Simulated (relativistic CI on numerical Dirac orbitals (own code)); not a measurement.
# Relativistic CI calculation, with input and output: V⁴⁺

System: V⁴⁺.
Method: Dirac-Coulomb-Breit CI, KLI orbitals optimised for each configuration, model QED (radiative potential, 1s self-energy scaled to tabulated hydrogen-like ionisation energies), valence Slater integrals scaled by 0.8, multiplet model of core-to-valence dipole absorption in a parametric crystal field (relativistic CI on numerical Dirac orbitals, in-house).

**Input file**
```
atom V  Z=23  charge=4  electrons=19
nucleus A=51  rms_radius_fm=3.6002
hamiltonian dirac-coulomb  breit=on  qed=on  c_scale=1
orbitals kli  potential=per-configuration
slater_scale 0.8
correlation none
mixing on
configurations
  [Ar] 3d
  [He] 2s2 2p5 3s2 3p6 3d2
end
absorption L2,3 T=300 lorentz=0.4 gauss=0.3
crystal_field Td 10Dq=-12150
```

The run was one of a batch that the task file lists, launched with:
```bash
python <driver script> task.json out
```

The program writes its results to a structured record and prints no log; tables and figures of this report are taken from that record.

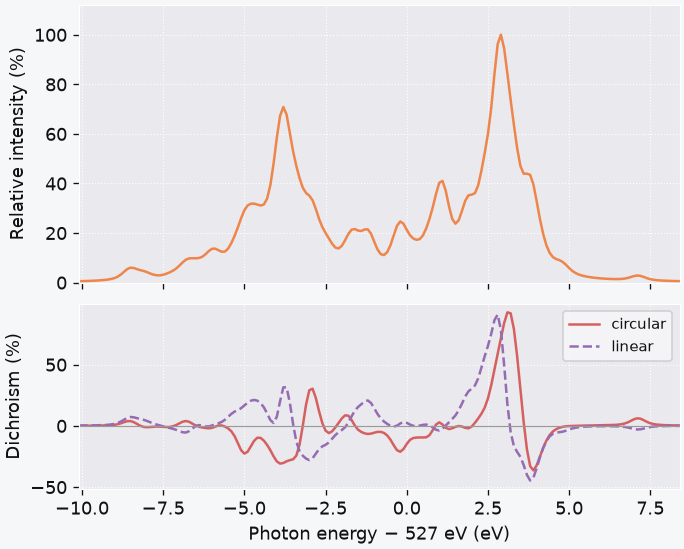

*L₂,₃ X-ray absorption of V⁴⁺, [Ar] 3d, in a field of Td symmetry with 10Dq = −12,150 cm⁻¹. Multiplet model: relativistic Dirac–Coulomb–Breit theory, one configuration a step, Slater integrals scaled by 0.8, 300 K, Voigt broadening (Lorentzian 0.4 eV, Gaussian 0.3 eV full widths), computed with a radial Dirac CI code. Dichroism is for the ground state at zero temperature, magnetised by an exchange field of 10 meV on Sz (linear: z less the mean of x and y).*

The main maxima lie at 521.1 eV (14), 522.3 eV (32), 523.2 eV (71), 525.4 eV (22), 525.8 eV (21), 526.8 eV (25), 528.1 eV (41) and 529.9 eV (100), heights in % of the largest; the centroid is at 526.6 eV. The ground state has S = 0.50. The circular dichroism (Δm = −1 less Δm = +1) is largest at 530.1 eV, 93 % of the isotropic maximum. The magnetised ground state has ⟨Lz⟩ = 0.08 and ⟨Sz⟩ = −0.50.

**Summary**

| quantity | value |
| --- | --- |
| outcome | converged |
| hardware | 1 CPU thread, shared host |

**Remarks**

Limits: free-ion energies, so absolute edge positions are off by a few eV from solids.
